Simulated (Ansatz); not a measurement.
Dissociation curve of SiBe, lowest singlet found (which spin is the ground state isn't settled by this scan).

- RKS-CAM-B3LYP = restricted CAM-B3LYP/aug-cc-pVDZ in Ansatz (an electronic-structure program)
- RKS-PBE0 = restricted PBE0/aug-cc-pVDZ (Ansatz)
- RCCSD(T) = CCSD(T) on RHF/aug-cc-pVDZ, frozen core run with Ansatz
- RKS-PBE = Ansatz with restricted PBE/aug-cc-pVDZ
- FCI = full CI/aug-cc-pVDZ, frozen core in Ansatz

Cost and accuracy over the 12 points of the scan, with FCI as yardstick. Costs are rough ratios of core time within Ansatz on shared cores, each with its mean field (Kohn-Sham runs search longer for lower solutions than correlated ones do); the miss is the largest error against full CI of the curve after the mean shift, in kJ/mol.

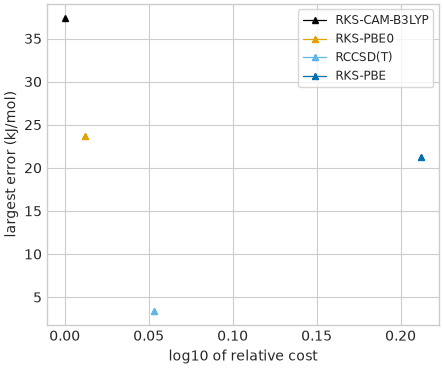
Miss against cost, one point a level.

```json
[
 {"level": "RKS-CAM-B3LYP", "relative cost": "1", "largest error": "37.4"},
 {"level": "RKS-PBE0", "relative cost": "1", "largest error": "23.7"},
 {"level": "RCCSD(T)", "relative cost": "1", "largest error": "3.4"},
 {"level": "RKS-PBE", "relative cost": "2", "largest error": "21.2"}
]
```

Costs within a factor of two of each other count as equal.

The scan ran from 1.48 to 7.02 Å; beyond the distances shown full CI changes its symmetry label. The restricted form behind RKS-CAM-B3LYP, RKS-PBE0, RKS-PBE keeps the bonding electrons paired and can't separate into open-shell fragments. The T1 diagnostic of CCSD on the restricted reference of RCCSD(T) exceeds 0.045 at 1.48 to 1.72, 2.46 Å. Also computed but left out beside FCI, since their determinant holds another spin at the minimum (<S²> over 0.7 above the pure value): UHF, UMP2, UCCSD, UCCSD(T), UKS-CAM-B3LYP, UKS-PBE0, UKS-PBE, UKS-B3LYP/6-31G*, UHF/STO-3G, UKS-B3LYP/LANL2DZ, UMP2/6-31G*.
